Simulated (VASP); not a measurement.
# CaIn2Au: interstitial O from one void to a neighbouring one

Aim: the barrier for one hop in CaIn2Au: interstitial O from one void to a neighbouring one. The start is a cell from a database of measured crystal structures.

Calculated with VASP 6.6.1; PBEsol; plane waves and PAW (Au, In, Ca_pv), in the first sound run; inputs show where later runs differ.

### Step 1. The host crystal

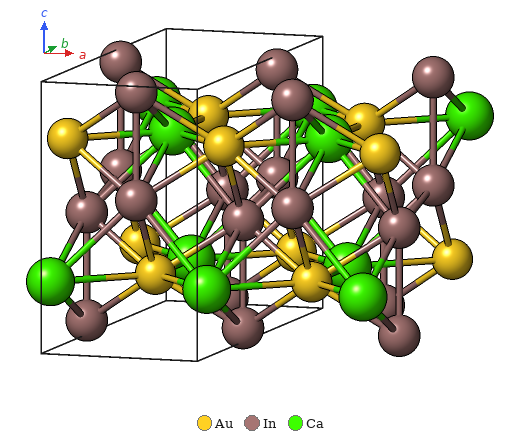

The cell as given, slightly off an axis (gold yellow, indium brown, calcium green). 2×1×1 cells are drawn. This picture shows the conventional cell, with its axes. Some periodic images of atoms are drawn too.

Structure file:

```cif
data_structure
_symmetry_space_group_name_H-M 'Cmcm'
_symmetry_Int_Tables_number 63
_cell_length_a 4.5635
_cell_length_b 10.7480
_cell_length_c 7.5969
_cell_angle_alpha 90.000
_cell_angle_beta 90.000
_cell_angle_gamma 90.000
_cell_volume 372.62
loop_
_atom_site_label
_atom_site_type_symbol
_atom_site_symmetry_multiplicity
_atom_site_Wyckoff_symbol
_atom_site_fract_x
_atom_site_fract_y
_atom_site_fract_z
_atom_site_occupancy
Au1 Au 4 c 0.00000 0.21157 0.75000 1
In1 In 8 f 0.00000 0.36418 0.44871 1
Ca1 Ca 4 c 0.50000 0.42549 0.75000 1
```

### Step 2. Relax the host

Cell and atoms are relaxed first, so that later runs start from this functional's own cell.

Input file INCAR:

```
SYSTEM = CaIn2Au
PREC = Accurate
ENCUT = 400
EDIFF = 1E-06
NELM = 120
ISMEAR = 1
SIGMA = 0.15
LREAL = .FALSE.
ALGO = Normal
GGA = PS
NBANDS = 33
LASPH = .TRUE.
LORBIT = 11
LWAVE = .FALSE.
LCHARG = .FALSE.
KPAR = 3
IBRION = 2
NSW = 40
ISIF = 3
EDIFFG = -0.02
POTIM = 0.4
```

Input file POSCAR:

```
CaIn2Au
1.0
    2.2817500000     -5.3740000000      0.0000000000
    2.2817500000      5.3740000000      0.0000000000
    0.0000000000      0.0000000000      7.5969000000
Au In Ca
2 4 2
Direct
    0.7884300000      0.2115700000      0.2500000000
    0.2115700000      0.7884300000      0.7500000000
    0.6358200000      0.3641800000      0.9487100000
    0.3641800000      0.6358200000      0.4487100000
    0.3641800000      0.6358200000      0.0512900000
    0.6358200000      0.3641800000      0.5512900000
    0.0745100000      0.9254900000      0.2500000000
    0.9254900000      0.0745100000      0.7500000000
```

Input file KPOINTS:

```
Automatic mesh
0
Gamma
6 6 3
0 0 0
```

Potentials, in the order of the species: Au, In and Ca_pv (PBE family, release 64).

Started as:

```sh
mpirun -np 3 vasp_std
```

Output:

```text
[banner, memory and clock lines left out]
running    3 mpi-ranks, on    1 nodes
 distrk:  each k-point on    1 cores,    3 groups
 distr:  one band on    1 cores,    1 groups

 POSCAR found type information on POSCAR AuInCa
 POSCAR found :  3 types and       8 ions
|                                                                             |
|               ----> ADVICE to this user running VASP <----                  |
|                                                                             |
|     You enforced a specific xc type in the INCAR file but a different       |
|     [... a line on the potential file left out ...]
|     I HOPE YOU KNOW WHAT YOU ARE DOING!                                     |
|                                                                             |

 LDA part: xc-table for (Slater+PW92), standard interpolation
 POSCAR, INCAR and KPOINTS ok, starting setup
 FFT: planning ... GRIDC
 FFT: planning ... GRID_SOFT
 FFT: planning ... GRID
 WAVECAR not read
 entering main loop
       N       E                     dE             d eps       ncg     rms          rms(c)
DAV:   1     0.442787552481E+03    0.44279E+03   -0.15381E+04  2017   0.158E+03
DAV:   2     0.684965674510E+02   -0.37429E+03   -0.36004E+03  1726   0.449E+02
DAV:   3    -0.236468904954E+02   -0.92143E+02   -0.86620E+02  2572   0.147E+02
DAV:   4    -0.305969068714E+02   -0.69500E+01   -0.67212E+01  2542   0.466E+01
DAV:   5    -0.307721050729E+02   -0.17520E+00   -0.17481E+00  2687   0.836E+00    0.125E+01
DAV:   6    -0.288396622587E+02    0.19324E+01   -0.14311E+01  2542   0.244E+01    0.695E+00
DAV:   7    -0.286454617032E+02    0.19420E+00   -0.13612E+00  2392   0.759E+00    0.390E+00
DAV:   8    -0.285757590908E+02    0.69703E-01   -0.36778E-01  2216   0.279E+00    0.870E-01
DAV:   9    -0.285587405645E+02    0.17019E-01   -0.10718E-01  2520   0.211E+00    0.529E-01
DAV:  10    -0.285592457493E+02   -0.50518E-03   -0.59431E-03  2280   0.381E-01    0.370E-01
DAV:  11    -0.285590479963E+02    0.19775E-03   -0.86222E-04  2432   0.147E-01    0.666E-02
DAV:  12    -0.285589992383E+02    0.48758E-04   -0.27303E-04  2408   0.851E-02    0.177E-02
DAV:  13    -0.285589989825E+02    0.25576E-06   -0.44644E-05  2576   0.334E-02    0.123E-02
DAV:  14    -0.285589991077E+02   -0.12517E-06   -0.22244E-06  1760   0.940E-03
   1 F= -.28558999E+02 E0= -.28559176E+02  d E =-.285590E+02
 curvature:   0.00 expect dE= 0.000E+00 dE for cont linesearch  0.000E+00
 trial: gam= 0.00000 g(F)=  0.204E-02 g(S)=  0.815E-02 ort = 0.000E+00 (trialstep = 0.100E+01)
 search vector abs. value=  0.102E-01
 bond charge predicted
       N       E                     dE             d eps       ncg     rms          rms(c)
DAV:   1    -0.285779003356E+02   -0.18901E-01   -0.50398E-01  2062   0.469E+00    0.621E-01
DAV:   2    -0.285694662100E+02    0.84341E-02   -0.33132E-02  2580   0.141E+00    0.272E-01
DAV:   3    -0.285679076242E+02    0.15586E-02   -0.32213E-03  2485   0.380E-01    0.154E-01
DAV:   4    -0.285673400896E+02    0.56753E-03   -0.11119E-03  2520   0.222E-01    0.343E-02
DAV:   5    -0.285673278486E+02    0.12241E-04   -0.19776E-04  2557   0.931E-02    0.293E-02
DAV:   6    -0.285673271124E+02    0.73619E-06   -0.19139E-05  2478   0.323E-02    0.106E-02
DAV:   7    -0.285673270853E+02    0.27115E-07   -0.11686E-06  1556   0.793E-03
   2 F= -.28567327E+02 E0= -.28567855E+02  d E =-.832798E-02
[...]
3 F= -.28571650E+02 E0= -.28572225E+02  d E =-.126510E-01
[...]
4 F= -.28573398E+02 E0= -.28573930E+02  d E =-.174752E-02
[...]
5 F= -.28573397E+02 E0= -.28573928E+02  d E =-.174684E-02
[...]
6 F= -.28573823E+02 E0= -.28574433E+02  d E =-.426256E-03
[...]
7 F= -.28574113E+02 E0= -.28574843E+02  d E =-.715967E-03
[...]
8 F= -.28574517E+02 E0= -.28575299E+02  d E =-.404036E-03
 trial-energy change:   -0.000404  1 .order   -0.000406   -0.000471   -0.000341
 step:   6.2085(harm=  6.2085)  dis= 0.01313  next Energy=   -28.574963 (dE=-0.850E-03)
 bond charge predicted
       N       E                     dE             d eps       ncg     rms          rms(c)
DAV:   1    -0.285718021931E+02    0.27150E-02   -0.12432E+00  2153   0.620E+00    0.243E-01
DAV:   2    -0.285752474085E+02   -0.34452E-02   -0.49691E-02  2244   0.157E+00    0.124E-01
DAV:   3    -0.285750771433E+02    0.17027E-03   -0.16067E-03  2760   0.273E-01    0.718E-02
DAV:   4    -0.285749590625E+02    0.11808E-03   -0.30915E-04  2274   0.906E-02    0.231E-02
DAV:   5    -0.285749531424E+02    0.59201E-05   -0.39788E-05  2565   0.353E-02    0.116E-02
DAV:   6    -0.285749525498E+02    0.59258E-06   -0.17276E-06  1531   0.896E-03
   9 F= -.28574953E+02 E0= -.28575866E+02  d E =-.839582E-03
 curvature:  -5.44 expect dE=-0.717E-03 dE for cont linesearch -0.474E-07
 trial: gam= 0.39065 g(F)=  0.250E-04 g(S)=  0.107E-03 ort = 0.204E-05 (trialstep = 0.262E+01)
 search vector abs. value=  0.207E-03
 reached required accuracy - stopping structural energy minimisation
```

Elapsed: 4.5 min, on 3 MPI ranks of Intel Xeon Platinum 8259CL at 2.50GHz (Skylake/Cascade Lake), shared host; peak memory 1 GiB; 14 min of CPU time.

Lines that name or quote the potential files are left out of all logs, and their timing lines are given in words.

Parts of OUTCAR (step 2):

```text
ion  position               nearest neighbor table
   1  0.788  0.212  0.250-   3 2.82   6 2.82   4 2.85   5 2.85   4 2.85   5 2.85   7 3.07   7 3.24
                             7 3.24
   2  0.212  0.788  0.750-   4 2.82   5 2.82   3 2.85   6 2.85   3 2.85   6 2.85   8 3.07   8 3.24
                             8 3.24
   3  0.636  0.364  0.949-   1 2.82   2 2.85   2 2.85   6 3.02   5 3.02   7 3.30   7 3.30   5 3.44
                             5 3.44   8 3.46   8 3.55   8 3.55
   4  0.364  0.636  0.449-   2 2.82   1 2.85   1 2.85   5 3.02   6 3.02   8 3.30   8 3.30   6 3.44
                             6 3.44   7 3.46   7 3.55   7 3.55
   5  0.364  0.636  0.051-   2 2.82   1 2.85   1 2.85   4 3.02   3 3.02   8 3.30   8 3.30   3 3.44
                             3 3.44   7 3.46   7 3.55   7 3.55
   6  0.636  0.364  0.551-   1 2.82   2 2.85   2 2.85   3 3.02   4 3.02   7 3.30   7 3.30   4 3.44
                             4 3.44   8 3.46   8 3.55   8 3.55
   7  0.075  0.925  0.250-   1 3.07   1 3.24   1 3.24   3 3.30   6 3.30   3 3.30   6 3.30   5 3.46
                             4 3.46   4 3.55   5 3.55   4 3.55   5 3.55   8 4.12   8 4.12
   8  0.925  0.075  0.750-   2 3.07   2 3.24   2 3.24   4 3.30   5 3.30   4 3.30   5 3.30   6 3.46
                             3 3.46   6 3.55   3 3.55   6 3.55   3 3.55   7 4.12   7 4.12

  LATTYP: Found a base centered orthorhombic cell.
 ALAT       =     4.5635000000
 B/A-ratio  =     2.3552098170
 C/A-ratio  =     1.6647091049

 Subroutine GETGRP returns: Found  8 space group operations
 (whereof  4 operations were pure point group operations)

The static configuration has the point symmetry C_2h.
 The point group associated with its full space group is D_2h.

 Found     26 irreducible k-points:

   k-points           NKPTS =     26   k-points in BZ     NKDIM =     26   number of bands    NBANDS=     33

   dimension x,y,z NGX =    40 NGY =   40 NGZ =   50
   dimension x,y,z NGXF=    80 NGYF=   80 NGZF=  100

   ENCUT  =  400.0 eV  29.40 Ry    5.42 a.u.   9.52  9.52 12.39*2*pi/ulx,y,z

   NELECT =      50.0000    total number of electrons

 k-points in reciprocal lattice and weights: Automatic mesh
   0.00000000  0.00000000  0.00000000       0.009
   0.16666667 -0.00000000  0.00000000       0.037
   0.33333333 -0.00000000  0.00000000       0.037
   0.50000000 -0.00000000  0.00000000       0.019
   0.16666667  0.16666667  0.00000000       0.019
   0.33333333  0.16666667  0.00000000       0.037
   0.50000000  0.16666667  0.00000000       0.037
  -0.33333333  0.16666667  0.00000000       0.037
  -0.16666667  0.16666667  0.00000000       0.019
[...]
-0.33333333  0.33333333  0.33333333       0.037
   0.50000000  0.50000000  0.33333333       0.019

 average (electrostatic) potential at core
       1 -68.3222       2 -68.3222       3 -36.3358       4 -36.3358       5 -36.3358
       6 -36.3358       7 -45.1421       8 -45.1421

 E-fermi :   5.9090

 k-point     1 :       0.0000    0.0000    0.0000
  band No.  band energies     occupation
    ...
     21       3.2474      2.00000
     22       4.7611      2.00000
     23       5.1943      2.00000
     24       5.4889      2.00055
     25       5.6039      2.01430
     26       6.7205     -0.00000
     27       7.0253     -0.00000
     28       7.0634     -0.00000
     29       7.4038     -0.00000
     30       8.1076     -0.00000
    ...

 k-point     2 :       0.1667   -0.0000    0.0000
  band No.  band energies     occupation
    ...
     21       3.6077      2.00000
     22       4.3561      2.00000
     23       4.5281      2.00000
     24       5.2607      2.00000
     25       5.6676      2.04523
     26       6.0377     -0.00696
     27       6.5434     -0.00000
     28       7.2471     -0.00000
     29       7.3922     -0.00000
     30       7.7342     -0.00000
    ...

 k-point     3 :       0.3333   -0.0000    0.0000
  band No.  band energies     occupation
    ...
     22       3.7666      2.00000
     23       3.8103      2.00000
     24       4.6575      2.00000
     25       5.1580      2.00000
     26       5.7114      2.06859
     27       6.2519     -0.00571
     28       7.2291     -0.00000
     29       7.7082     -0.00000
     30       7.8700     -0.00000
     31       8.3938     -0.00000
    ...

  Total       -0.1156560      0.0279111     -0.0893078      0.0000000      0.0000000      0.0000000
  in kB       -0.9980979      0.2408699     -0.7707158      0.0000000      0.0000000      0.0000000
  external PRESSURE =      -0.5093146 kB  Pullay stress =       0.0000000 kB

  energy-cutoff  :      400.00
  volume of cell :      185.65
      direct lattice vectors                 reciprocal lattice vectors
     2.246960520 -5.394229687 -0.000000000     0.222522824 -0.092691641 -0.000000000
     2.246960520  5.394229687  0.000000000     0.222522824  0.092691641  0.000000000
     0.000000000 -0.000000000  7.658621553     0.000000000 -0.000000000  0.130571800

 POSITION                                       TOTAL-FORCE (eV/Angst)
 -----------------------------------------------------------------------------------
      2.24696     -3.08167      1.91466         0.000000     -0.006367     -0.000000
      2.24696      3.08167      5.74397         0.000000      0.006367      0.000000
      2.24696     -1.46048      7.27377         0.000000     -0.000706     -0.008816
      2.24696      1.46048      3.44446         0.000000      0.000706     -0.008816
      2.24696      1.46048      0.38485         0.000000      0.000706      0.008816
      2.24696     -1.46048      4.21416         0.000000     -0.000706      0.008816
      2.24696      4.60513      1.91466         0.000000      0.011279      0.000000
      2.24696     -4.60513      5.74397         0.000000     -0.011279     -0.000000
 -----------------------------------------------------------------------------------
    total drift:                               -0.000000     -0.000000      0.000000

  FREE ENERGIE OF THE ION-ELECTRON SYSTEM (eV)
  ---------------------------------------------------
  free  energy   TOTEN  =       -28.5749525498 eV

  energy  without entropy=      -28.5776916869  energy(sigma->0) =      -28.57586560

 reached required accuracy - stopping structural energy minimisation

 total charge
# of ion       s       p       d       tot
------------------------------------------
    1        0.675   0.440   8.628   9.742
    2        0.675   0.440   8.628   9.742
    3        1.251   1.377   0.146   2.774
    4        1.251   1.377   0.146   2.774
    5        1.251   1.377   0.146   2.774
    6        1.251   1.377   0.146   2.774
    7        0.219   6.164   0.460   6.843
    8        0.219   6.164   0.460   6.843
--------------------------------------------------
tot          6.789  18.716  18.760  44.265

[... 3 further parts left out ...]
```

The k-mesh is coarse for a metal. The PAW data sets were made with PBE, which is usual practice but a small mismatch for other functionals. The data set In keeps the semicore shell frozen, which is cheaper and a little less accurate. The run keeps the 8 symmetry operations of its start, so it cannot find a distortion of lower symmetry.

Step by step:

```csv
step,energy less that of the first step (eV),largest force (eV/Å),pressure (GPa),volume (Å³)
1,0.0000,0.1093,-0.23,186.31
2,-0.0083,0.0882,-0.02,185.60
3,-0.0127,0.0651,0.29,184.70
4,-0.0144,0.0499,-0.06,185.65
5,-0.0144,0.0483,-0.08,185.67
6,-0.0148,0.0375,-0.04,185.54
7,-0.0151,0.0350,0.04,185.30
8,-0.0155,0.0276,0.01,185.40
9,-0.0160,0.0113,-0.05,185.65
```

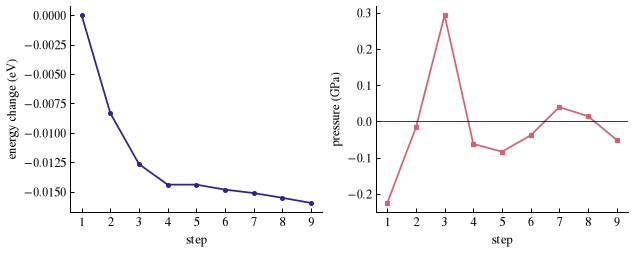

Energy and pressure along the relaxation.

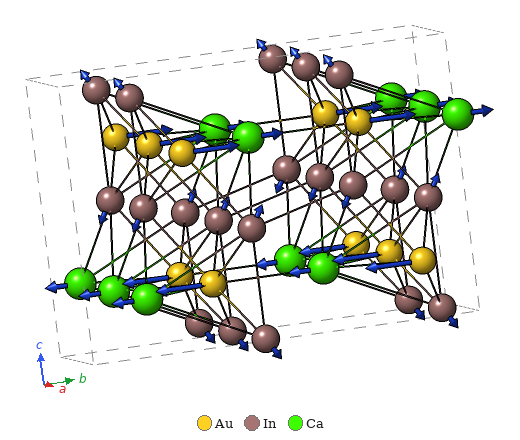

Displacements in the relaxation, exaggerated, measured against the changing cell; the longest in the cell stands for 0.03 Å. 2×1×1 conventional cells are drawn. Some periodic images of atoms are drawn too.

```csv
"conventional cell, symmetrised",before,after,change
a (Å),4.564,4.494,-1.5 %
b (Å),10.748,10.788,+0.4 %
c (Å),7.597,7.659,+0.8 %
volume (Å³/atom),23.29,23.21,-0.4 %
```

The atoms that moved most (Å, as changes of fractional coordinates times the final cell):

```csv
atom,dx,dy,dz,length
Au2,0.000,-0.030,0.000,0.030
Au1,0.000,0.030,0.000,0.030
Ca7,0.000,0.015,0.000,0.015
Ca8,0.000,-0.015,0.000,0.015
In5,0.000,-0.005,-0.008,0.009
In3,0.000,0.005,0.008,0.009
In4,0.000,-0.005,0.008,0.009
In6,0.000,0.005,-0.008,0.009
```

Final coordinates:

```cif
data_structure
_symmetry_space_group_name_H-M 'P 1'
_symmetry_Int_Tables_number 1
_cell_length_a 5.8435
_cell_length_b 5.8435
_cell_length_c 7.6586
_cell_angle_alpha 90.000
_cell_angle_beta 90.000
_cell_angle_gamma 134.772
_cell_volume 185.65
loop_
_atom_site_label
_atom_site_type_symbol
_atom_site_fract_x
_atom_site_fract_y
_atom_site_fract_z
_atom_site_occupancy
Au1 Au 0.78564 0.21436 0.25000 1
Au2 Au 0.21436 0.78564 0.75000 1
In3 In 0.63537 0.36463 0.94975 1
In4 In 0.36463 0.63537 0.44975 1
In5 In 0.36463 0.63537 0.05025 1
In6 In 0.63537 0.36463 0.55025 1
Ca7 Ca 0.07314 0.92686 0.25000 1
Ca8 Ca 0.92686 0.07314 0.75000 1
```

This step gave:

```yaml
electronic_cycles: 61
electrons: 50
free_energy_toten: -28.57 eV
energy_at_zero_smearing: -28.58 eV
fermi_energy: 5.909 eV
metallic: yes
```

The run ended after 9 ionic steps, 0.016 eV below its first step, once forces and stress met EDIFFG = -0.02.

(Continued in part 2 of 4.)

[Lines on the potential files, build, host, timing and source positions are cut from VASP's logs without a mark.]

[Logs are printed without paths, hosts, clocks, repeated set-up lines and the standing remarks that a program may print on its own settings, such as how far it seeks lower states.]

[Hosts, paths, dates, database ids (printed as entryN), source tags and the programs' standing remarks are cut or masked in the printed files.]

[Runs that stopped without an error message from VASP are left out.]
